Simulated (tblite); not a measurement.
**Saddle-point search, with input and output: C$_{5}$H$_{13}$Si (charge +1)**

C$_{5}$H$_{13}$Si, charge +1, computed with GFN2-xTB saddle search (eigenvector following) and harmonic vibrations, gas phase (tblite 0.8.0).

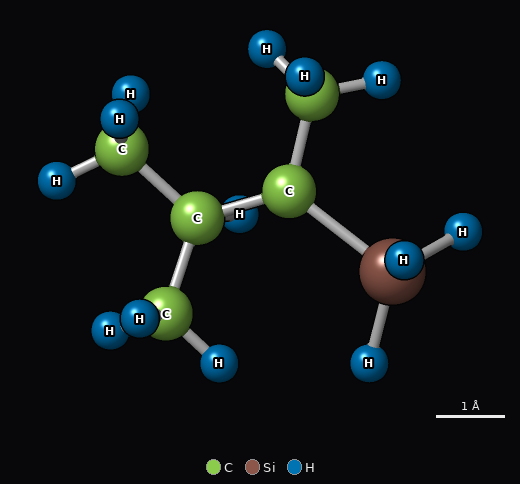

**Figure 1.** The structure as given in the input (ball-and-stick view, seen at a tilt).

## Key numbers

- outcome: converged
- total energy: −505.7788 eV
- point group: C1
- hardware: 1 CPU thread, shared host
- wall time: 9.6 s
- peak memory: 0.2 GiB

## Input
```
{"job": {"xc": "GFN2-xTB", "basis": "xTB", "kind": "saddle"}, "charge": 1, "multiplicity": 1}
C      0.896879     1.412371    -1.062316
C      0.683213     0.105062    -0.355415
C      1.956225    -0.521412     0.158206
C     -0.580845    -0.280820     0.169845
C     -0.660666    -1.387194     1.147356
Si    -2.283185     0.637244    -0.107100
H     -0.009182     1.816438    -1.499977
H      1.648989     1.310209    -1.841564
H      1.277457     2.132488    -0.338963
H      2.082562    -0.268655     1.210377
H      1.957493    -1.605896     0.079020
H      2.817453    -0.142616    -0.384230
H      0.065158    -0.643847    -1.072340
H     -1.642773    -1.852568     1.164079
H      0.099978    -2.154273     1.023694
H     -0.495677    -0.940278     2.131870
H     -3.218522    -0.463154    -0.303266
H     -2.188326     1.498356    -1.278315
H     -2.406230     1.348545     1.159041
```

The first line tells a small driver script what to run in tblite; the rest is the geometry in Å.

Command:
```bash
OMP_NUM_THREADS=1 python <driver script> task.json out
```

## Output
```
step      E/eV     max force
  0    -505.73243   0.0201
  1    -505.73690   0.0496
  2    -505.73449   0.0193
  3    -505.73688   0.0207
  4    -505.73910   0.0456
  5    -505.73778   0.0152
  6    -505.73896   0.0141
  7    -505.74049   0.0254
  8    -505.74196   0.0363
  9    -505.74352   0.0413
 10    -505.74521   0.0404
 11    -505.74779   0.0394
 12    -505.75113   0.0876
 13    -505.74934   0.0258
 14    -505.75137   0.0342
 15    -505.75344   0.0404
 16    -505.75577   0.0321
 17    -505.75882   0.0568
 18    -505.76203   0.0730
 19    -505.76547   0.0719
 20    -505.76663   0.3080
 21    -505.76788   0.0430
 22    -505.77016   0.0845
 23    -505.76892   0.0277
 24    -505.77024   0.0323
 25    -505.77128   0.0458
 26    -505.77246   0.0384
 27    -505.77392   0.0583
 28    -505.77528   0.0705
 29    -505.77665   0.0627
 30    -505.77798   0.0445
 31    -505.77874   0.0435
 32    -505.77881   0.0073
 33    -505.77859   0.0418
 34    -505.77883   0.0036
lowest wavenumbers (cm-1): -406.5 101.8 111.7 138.8 153.0 170.9
```

## Trajectory as extended XYZ (Å, eV, eV/Å), 12 frames, from step=0 to step=34
```
19
Properties=species:S:1:pos:R:3:forces:R:3 step=0 energy=-505.73243
C     0.8969    1.4124   -1.0623   -0.0170   0.0090   0.0060
C     0.6832    0.1051   -0.3554    0.0060   0.0040   0.0070
C     1.9562   -0.5214    0.1582    0.0010  -0.0010  -0.0010
C    -0.5808   -0.2808    0.1698    0.0020   0.0010  -0.0050
C    -0.6607   -1.3872    1.1474   -0.0020  -0.0070  -0.0020
Si   -2.2832    0.6372   -0.1071    0.0010  -0.0010   0.0000
H    -0.0092    1.8164   -1.5000    0.0080   0.0010   0.0100
H     1.6490    1.3102   -1.8416    0.0030  -0.0030  -0.0070
H     1.2775    2.1325   -0.3390    0.0060   0.0010  -0.0010
H     2.0826   -0.2687    1.2104    0.0080   0.0060   0.0010
H     1.9575   -1.6059    0.0790   -0.0040   0.0040   0.0050
H     2.8175   -0.1426   -0.3842    0.0010  -0.0040  -0.0060
H     0.0652   -0.6438   -1.0723   -0.0160   0.0010   0.0120
H    -1.6428   -1.8526    1.1641    0.0020  -0.0030  -0.0040
H     0.1000   -2.1543    1.0237   -0.0010  -0.0040  -0.0040
H    -0.4957   -0.9403    2.1319    0.0000  -0.0060  -0.0010
H    -3.2185   -0.4632   -0.3033   -0.0010   0.0000   0.0070
H    -2.1883    1.4984   -1.2783    0.0020  -0.0100  -0.0070
H    -2.4062    1.3485    1.1590   -0.0010   0.0110  -0.0090
19
Properties=species:S:1:pos:R:3:forces:R:3 step=3 energy=-505.73688
C     0.8948    1.4262   -1.0362   -0.0050   0.0120   0.0000
C     0.6811    0.1080   -0.3482    0.0000   0.0020   0.0010
C     1.9562   -0.5195    0.1580    0.0070  -0.0010   0.0030
C    -0.5833   -0.2843    0.1732    0.0010   0.0000  -0.0010
C    -0.6633   -1.3992    1.1399    0.0010  -0.0040   0.0030
Si   -2.2840    0.6312   -0.1217   -0.0050   0.0100  -0.0040
H    -0.0167    1.8523   -1.4409    0.0140  -0.0040   0.0130
H     1.6245    1.3271   -1.8378   -0.0080   0.0050   0.0070
H     1.3067    2.1270   -0.3106   -0.0030  -0.0080  -0.0080
H     2.1127   -0.2252    1.1956    0.0030  -0.0010  -0.0110
H     1.9386   -1.6061    0.1242    0.0010   0.0090   0.0030
H     2.8097   -0.1759   -0.4200   -0.0090  -0.0060   0.0030
H     0.0726   -0.6319   -1.0770   -0.0020   0.0010   0.0030
H    -1.6535   -1.8455    1.1750    0.0050  -0.0020  -0.0040
H     0.0782   -2.1806    0.9882   -0.0040   0.0030   0.0010
H    -0.4616   -0.9693    2.1255   -0.0050  -0.0060  -0.0070
H    -3.2306   -0.4696   -0.2529    0.0040   0.0090   0.0100
H    -2.1935    1.4259   -1.3410   -0.0010  -0.0190   0.0080
H    -2.3886    1.4095    1.1068    0.0050   0.0020  -0.0200
19
Properties=species:S:1:pos:R:3:forces:R:3 step=6 energy=-505.73896
C     0.8935    1.4336   -1.0212   -0.0020   0.0060   0.0000
C     0.6807    0.1099   -0.3433    0.0000   0.0010   0.0010
C     1.9574   -0.5191    0.1560    0.0030   0.0000   0.0010
C    -0.5838   -0.2866    0.1746    0.0000  -0.0010   0.0000
C    -0.6649   -1.4050    1.1371    0.0000  -0.0030  -0.0010
Si   -2.2837    0.6279   -0.1305   -0.0010   0.0040  -0.0010
H    -0.0216    1.8732   -1.4019    0.0060  -0.0010   0.0070
H     1.6063    1.3371   -1.8381   -0.0050   0.0040   0.0050
H     1.3268    2.1218   -0.2964   -0.0020  -0.0040  -0.0030
H     2.1319   -0.2047    1.1847    0.0010   0.0000  -0.0040
H     1.9303   -1.6056    0.1450    0.0010   0.0030   0.0010
H     2.8048   -0.1940   -0.4411   -0.0030  -0.0020   0.0010
H     0.0734   -0.6265   -1.0766    0.0000   0.0000   0.0000
H    -1.6572   -1.8462    1.1756    0.0010  -0.0040  -0.0040
H     0.0709   -2.1901    0.9780    0.0010   0.0010   0.0000
H    -0.4547   -0.9808    2.1232   -0.0050  -0.0030  -0.0020
H    -3.2361   -0.4709   -0.2282   -0.0010   0.0040   0.0110
H    -2.1944    1.3859   -1.3727   -0.0010  -0.0120  -0.0020
H    -2.3796    1.4401    1.0757    0.0070   0.0070  -0.0100
19
Properties=species:S:1:pos:R:3:forces:R:3 step=9 energy=-505.74352
C     0.8857    1.4459   -0.9961   -0.0010   0.0000   0.0020
C     0.6793    0.1128   -0.3352   -0.0010   0.0000   0.0000
C     1.9572   -0.5149    0.1601   -0.0020   0.0020  -0.0020
C    -0.5858   -0.2965    0.1708    0.0010   0.0000   0.0010
C    -0.6655   -1.4239    1.1232    0.0010  -0.0020  -0.0020
Si   -2.2789    0.6279   -0.1437   -0.0190   0.0140   0.0010
H    -0.0335    1.8914   -1.3599   -0.0010   0.0000   0.0030
H     1.5905    1.3626   -1.8212   -0.0020   0.0020   0.0030
H     1.3262    2.1231   -0.2654   -0.0010   0.0000   0.0020
H     2.1426   -0.1853    1.1819    0.0010   0.0010   0.0040
H     1.9250   -1.6010    0.1671    0.0000  -0.0050  -0.0020
H     2.8004   -0.2022   -0.4492    0.0030   0.0030  -0.0030
H     0.0760   -0.6199   -1.0777    0.0010   0.0000   0.0000
H    -1.6642   -1.8473    1.1803    0.0000  -0.0060  -0.0070
H     0.0500   -2.2215    0.9347    0.0030   0.0020   0.0020
H    -0.4199   -1.0184    2.1090   -0.0080  -0.0020  -0.0010
H    -3.2601   -0.4511   -0.1348    0.0200   0.0300   0.0110
H    -2.2029    1.2866   -1.4447   -0.0040  -0.0250   0.0260
H    -2.3220    1.5319    1.0009    0.0080  -0.0140  -0.0380
19
Properties=species:S:1:pos:R:3:forces:R:3 step=12 energy=-505.75113
C     0.8725    1.4575   -0.9691    0.0000   0.0000   0.0020
C     0.6780    0.1138   -0.3266   -0.0010   0.0000   0.0000
C     1.9590   -0.5109    0.1631    0.0020   0.0000  -0.0010
C    -0.5867   -0.3100    0.1676    0.0000   0.0010   0.0030
C    -0.6667   -1.4506    1.1034   -0.0010  -0.0020  -0.0020
Si   -2.2684    0.6355   -0.1515   -0.0430   0.0270   0.0060
H    -0.0521    1.9007   -1.3232   -0.0010   0.0000   0.0020
H     1.5756    1.3921   -1.7973   -0.0030   0.0020   0.0030
H     1.3097    2.1277   -0.2300   -0.0010  -0.0010   0.0020
H     2.1420   -0.1888    1.1879    0.0010  -0.0010  -0.0010
H     1.9325   -1.5974    0.1612    0.0020   0.0010  -0.0020
H     2.8007   -0.1882   -0.4433   -0.0010   0.0010   0.0000
H     0.0797   -0.6148   -1.0788    0.0010   0.0010   0.0000
H    -1.6632   -1.8805    1.1480    0.0020  -0.0070  -0.0100
H     0.0546   -2.2415    0.9084    0.0050   0.0030   0.0050
H    -0.4303   -1.0573    2.0964   -0.0120  -0.0010  -0.0020
H    -3.2881   -0.3966    0.0117    0.0520   0.0620   0.0040
H    -2.2202    1.1509   -1.5199   -0.0070  -0.0350   0.0630
H    -2.2286    1.6585    0.8919    0.0050  -0.0510  -0.0710
19
Properties=species:S:1:pos:R:3:forces:R:3 step=15 energy=-505.75344
C     0.8695    1.4601   -0.9630   -0.0010   0.0000   0.0020
C     0.6779    0.1143   -0.3243    0.0000   0.0000   0.0000
C     1.9595   -0.5101    0.1638    0.0010   0.0000  -0.0010
C    -0.5867   -0.3125    0.1674    0.0000   0.0000   0.0010
C    -0.6670   -1.4565    1.0989   -0.0010  -0.0020  -0.0020
Si   -2.2659    0.6374   -0.1530   -0.0190   0.0130   0.0030
H    -0.0566    1.9026   -1.3146   -0.0010   0.0000   0.0020
H     1.5715    1.3983   -1.7924   -0.0020   0.0020   0.0020
H     1.3067    2.1287   -0.2226   -0.0010   0.0000   0.0020
H     2.1410   -0.1922    1.1902    0.0010  -0.0010  -0.0010
H     1.9348   -1.5966    0.1572    0.0020   0.0000  -0.0020
H     2.8012   -0.1834   -0.4404    0.0000   0.0010  -0.0010
H     0.0803   -0.6133   -1.0785    0.0010   0.0000   0.0000
H    -1.6629   -1.8882    1.1393    0.0020  -0.0080  -0.0110
H     0.0563   -2.2452    0.9030    0.0060   0.0030   0.0050
H    -0.4342   -1.0661    2.0939   -0.0130  -0.0010  -0.0010
H    -3.2910   -0.3797    0.0460    0.0230   0.0320   0.0080
H    -2.2263    1.1176   -1.5326   -0.0040  -0.0200   0.0270
H    -2.2081    1.6848    0.8616    0.0070  -0.0190  -0.0350
19
Properties=species:S:1:pos:R:3:forces:R:3 step=18 energy=-505.76203
C     0.8565    1.4676   -0.9420    0.0010   0.0020   0.0010
C     0.6785    0.1136   -0.3167    0.0000   0.0000   0.0000
C     1.9645   -0.5056    0.1656    0.0010   0.0000  -0.0010
C    -0.5855   -0.3246    0.1653   -0.0030   0.0000   0.0040
C    -0.6719   -1.4842    1.0757   -0.0040  -0.0050   0.0110
Si   -2.2526    0.6501   -0.1505   -0.0380   0.0180   0.0080
H    -0.0735    1.8974   -1.3004    0.0030  -0.0010   0.0010
H     1.5679    1.4238   -1.7646   -0.0030   0.0020   0.0040
H     1.2751    2.1374   -0.1917   -0.0020  -0.0030  -0.0010
H     2.1440   -0.1942    1.1943    0.0020   0.0000  -0.0010
H     1.9478   -1.5921    0.1504    0.0020   0.0000  -0.0020
H     2.8036   -0.1682   -0.4364    0.0000   0.0010  -0.0020
H     0.0858   -0.6106   -1.0791    0.0010   0.0010   0.0000
H    -1.6586   -1.9400    1.0724    0.0200   0.0000  -0.0130
H     0.0788   -2.2517    0.8980   -0.0030   0.0120   0.0120
H    -0.4905   -1.1002    2.0845   -0.0210  -0.0090  -0.0200
H    -3.3015   -0.3016    0.1993    0.0500   0.0530  -0.0050
H    -2.2568    0.9907   -1.5736   -0.0060  -0.0200   0.0540
H    -2.1117    1.7927    0.7495   -0.0010  -0.0490  -0.0500
19
Properties=species:S:1:pos:R:3:forces:R:3 step=21 energy=-505.76788
C     0.8524    1.4696   -0.9346    0.0010   0.0030   0.0000
C     0.6805    0.1127   -0.3139    0.0010   0.0000   0.0000
C     1.9698   -0.5047    0.1628    0.0020  -0.0010  -0.0010
C    -0.5831   -0.3288    0.1654   -0.0030  -0.0010   0.0030
C    -0.6771   -1.4961    1.0640   -0.0020  -0.0110   0.0220
Si   -2.2454    0.6574   -0.1427   -0.0140   0.0050   0.0040
H    -0.0792    1.8935   -1.2965    0.0030  -0.0020   0.0010
H     1.5673    1.4326   -1.7545   -0.0020   0.0010   0.0040
H     1.2633    2.1404   -0.1809   -0.0030  -0.0030  -0.0020
H     2.1483   -0.2013    1.1941    0.0020   0.0000  -0.0030
H     1.9588   -1.5911    0.1372    0.0010   0.0020  -0.0010
H     2.8067   -0.1577   -0.4368   -0.0010   0.0000  -0.0010
H     0.0885   -0.6100   -1.0787    0.0010   0.0000   0.0000
H    -1.6479   -1.9830    1.0071    0.0320   0.0050  -0.0100
H     0.1080   -2.2370    0.9261   -0.0150   0.0200   0.0140
H    -0.5679   -1.1078    2.0821   -0.0210  -0.0160  -0.0340
H    -3.2965   -0.2580    0.2804    0.0210   0.0230   0.0020
H    -2.2800    0.9324   -1.5779   -0.0040  -0.0090   0.0210
H    -2.0665    1.8369    0.6974    0.0020  -0.0160  -0.0190
19
Properties=species:S:1:pos:R:3:forces:R:3 step=24 energy=-505.77024
C     0.8529    1.4690   -0.9355    0.0000   0.0010   0.0000
C     0.6815    0.1122   -0.3145    0.0010   0.0000   0.0000
C     1.9716   -0.5065    0.1596    0.0050  -0.0030   0.0010
C    -0.5817   -0.3281    0.1668    0.0000  -0.0010   0.0010
C    -0.6783   -1.4957    1.0637   -0.0010  -0.0090   0.0150
Si   -2.2440    0.6593   -0.1382   -0.0020   0.0020   0.0020
H    -0.0798    1.8953   -1.2918    0.0000  -0.0010   0.0000
H     1.5627    1.4306   -1.7597    0.0000   0.0010   0.0020
H     1.2701    2.1383   -0.1840   -0.0020   0.0000   0.0010
H     2.1414   -0.2241    1.1983    0.0030   0.0000  -0.0080
H     1.9677   -1.5924    0.1102    0.0020   0.0080   0.0010
H     2.8102   -0.1422   -0.4273   -0.0040  -0.0030   0.0010
H     0.0884   -0.6100   -1.0785    0.0010   0.0000   0.0000
H    -1.6351   -2.0047    0.9746    0.0210   0.0010  -0.0090
H     0.1286   -2.2177    0.9573   -0.0120   0.0160   0.0110
H    -0.6182   -1.1008    2.0830   -0.0180  -0.0120  -0.0240
H    -3.2928   -0.2479    0.3039    0.0050   0.0080   0.0080
H    -2.2884    0.9187   -1.5751   -0.0030  -0.0060   0.0050
H    -2.0570    1.8467    0.6870    0.0050   0.0010  -0.0070
19
Properties=species:S:1:pos:R:3:forces:R:3 step=27 energy=-505.77392
C     0.8529    1.4683   -0.9342    0.0000   0.0000   0.0000
C     0.6842    0.1106   -0.3141    0.0010   0.0000   0.0000
C     1.9779   -0.5075    0.1519    0.0010   0.0000  -0.0010
C    -0.5784   -0.3287    0.1693   -0.0020  -0.0020   0.0030
C    -0.6841   -1.4986    1.0613   -0.0040  -0.0160   0.0330
Si   -2.2395    0.6631   -0.1287    0.0000   0.0010   0.0010
H    -0.0815    1.8951   -1.2855    0.0000  -0.0010   0.0000
H     1.5583    1.4307   -1.7621    0.0000   0.0010   0.0020
H     1.2742    2.1367   -0.1842   -0.0020   0.0000   0.0010
H     2.1581   -0.2197    1.1872    0.0020   0.0020  -0.0020
H     1.9735   -1.5933    0.1065    0.0000   0.0000   0.0020
H     2.8111   -0.1464   -0.4445    0.0000  -0.0010  -0.0020
H     0.0901   -0.6116   -1.0769    0.0010   0.0000   0.0000
H    -1.6123   -2.0466    0.9086    0.0410   0.0130   0.0000
H     0.1583   -2.1859    1.0154   -0.0320   0.0240   0.0100
H    -0.7186   -1.0970    2.0800   -0.0110  -0.0260  -0.0510
H    -3.2870   -0.2350    0.3344    0.0030   0.0060   0.0080
H    -2.2967    0.9081   -1.5675   -0.0030  -0.0050   0.0020
H    -2.0404    1.8577    0.6831    0.0050   0.0030  -0.0050
19
Properties=species:S:1:pos:R:3:forces:R:3 step=30 energy=-505.77798
C     0.8497    1.4711   -0.9244    0.0010   0.0040   0.0000
C     0.6886    0.1098   -0.3096    0.0000  -0.0010   0.0000
C     1.9873   -0.5049    0.1462   -0.0030  -0.0010  -0.0010
C    -0.5739   -0.3329    0.1705   -0.0060  -0.0010   0.0040
C    -0.6944   -1.5134    1.0461   -0.0150  -0.0030   0.0190
Si   -2.2301    0.6719   -0.1150   -0.0230   0.0080   0.0040
H    -0.0853    1.8861   -1.2892    0.0050  -0.0020   0.0000
H     1.5671    1.4440   -1.7424   -0.0030   0.0010   0.0040
H     1.2514    2.1440   -0.1675   -0.0040  -0.0040  -0.0040
H     2.1937   -0.1832    1.1663    0.0010   0.0020   0.0030
H     1.9744   -1.5911    0.1364   -0.0010  -0.0020   0.0000
H     2.8090   -0.1694   -0.4803    0.0030   0.0000  -0.0030
H     0.0956   -0.6111   -1.0750    0.0000   0.0000   0.0000
H    -1.5831   -2.0991    0.8152    0.0300   0.0150   0.0020
H     0.1772   -2.1624    1.0648   -0.0090   0.0040   0.0040
H    -0.8361   -1.1233    2.0588   -0.0020  -0.0150  -0.0300
H    -3.2750   -0.1891    0.4244    0.0320   0.0280  -0.0130
H    -2.3249    0.8532   -1.5628   -0.0010  -0.0050   0.0330
H    -1.9911    1.8998    0.6376   -0.0060  -0.0300  -0.0200
19
Properties=species:S:1:pos:R:3:forces:R:3 step=34 energy=-505.77883
C     0.8485    1.4722   -0.9206    0.0000  -0.0010   0.0000
C     0.6909    0.1096   -0.3077    0.0000   0.0000   0.0000
C     1.9916   -0.5043    0.1428    0.0000   0.0000   0.0000
C    -0.5715   -0.3338    0.1718    0.0000   0.0000   0.0000
C    -0.6991   -1.5201    1.0385   -0.0010  -0.0010   0.0020
Si   -2.2253    0.6773   -0.1057    0.0000   0.0000   0.0000
H    -0.0839    1.8759   -1.3039   -0.0010   0.0000   0.0000
H     1.5811    1.4527   -1.7249    0.0000   0.0000  -0.0010
H     1.2277    2.1507   -0.1574    0.0000   0.0000   0.0010
H     2.2146   -0.1605    1.1522    0.0000   0.0000   0.0000
H     1.9719   -1.5902    0.1572    0.0000   0.0000   0.0000
H     2.8066   -0.1879   -0.5024    0.0000   0.0000   0.0000
H     0.0973   -0.6105   -1.0736    0.0000   0.0000   0.0000
H    -1.5626   -2.1242    0.7653    0.0030   0.0010   0.0010
H     0.1850   -2.1495    1.0920   -0.0020   0.0010   0.0000
H    -0.8976   -1.1404    2.0443    0.0000  -0.0020  -0.0030
H    -3.2645   -0.1641    0.4686    0.0000   0.0000   0.0000
H    -2.3420    0.8299   -1.5536    0.0000   0.0000   0.0000
H    -1.9687    1.9172    0.6172    0.0000   0.0000   0.0000
```
